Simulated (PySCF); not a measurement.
```yaml
atoms:
  - { symbol: Si, position_ang: [-0.6560, 0.2789, -0.2446] }
  - { symbol: N, position_ang: [0.6511, -0.5859, -0.9715] }
  - { symbol: Si, position_ang: [2.2790, -0.6085, -0.3630] }
  - { symbol: C, position_ang: [-1.7272, -0.7247, 0.9127] }
  - { symbol: N, position_ang: [0.0823, 1.5139, 0.7029] }
  - { symbol: O, position_ang: [-1.5601, 0.7847, -1.5576] }
  - { symbol: H, position_ang: [0.4806, -1.0298, -1.8680] }
  - { symbol: H, position_ang: [3.0351, -1.6326, -1.1502] }
  - { symbol: H, position_ang: [2.3237, -0.9859, 1.0827] }
  - { symbol: H, position_ang: [3.0076, 0.6934, -0.5077] }
  - { symbol: H, position_ang: [-2.5659, -0.1383, 1.3225] }
  - { symbol: H, position_ang: [-1.1355, -1.1060, 1.7593] }
  - { symbol: H, position_ang: [-2.1526, -1.5913, 0.3833] }
  - { symbol: H, position_ang: [-0.2732, 1.7861, 1.6104] }
  - { symbol: H, position_ang: [0.6404, 2.2465, 0.2797] }
  - { symbol: H, position_ang: [-2.4354, 1.1250, -1.3539] }
```

Geometry: PBE0-D3(BJ)/def2-SVP.

Theory: PySCF 2.14.0, PBE0/pcSseg-1, SCF density, gas phase, non-relativistic.

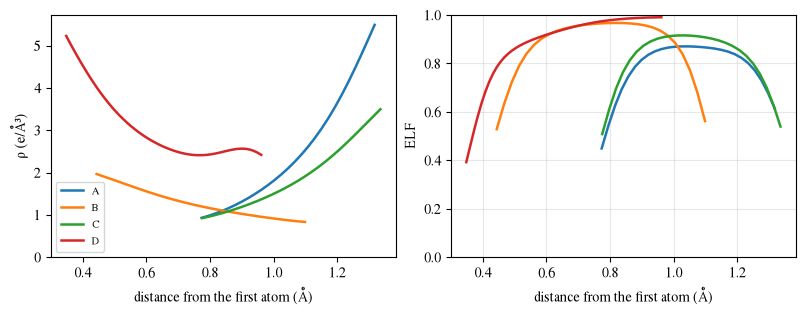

CH10N2OSi2 (SMILES C[Si](N)(O)N[SiH3]). Total electron density and electron localisation function along straight lines between neighbouring atoms. The curves leave out the atomic cores.

**Which curve belongs to which contact (C–Si, O–H, Si–N and Si–O)? The first atom named is at distance zero.**

Curve A: Si–O (1.67 Å): the density is about 1.1 e/Å³ at the midpoint; the ELF peaks at about 0.85 between the atoms: a shared but strongly polarised pair. Curve B: C–Si (1.87 Å): the density is about 0.98 e/Å³ at the midpoint; the ELF peaks at about 0.95 between the atoms, as expected for a shared electron pair. Curve C: Si–N (1.72 Å): ρ is about 1.1 e/Å³ halfway; the ELF peaks at about 0.90 between the atoms; a polar covalent bond. Curve D: O–H (0.96 Å): ρ is about 3.6 e/Å³ halfway; the ELF climbs to about 1 towards the hydrogen, as it does in any bond to H: a covalent bond by its length.
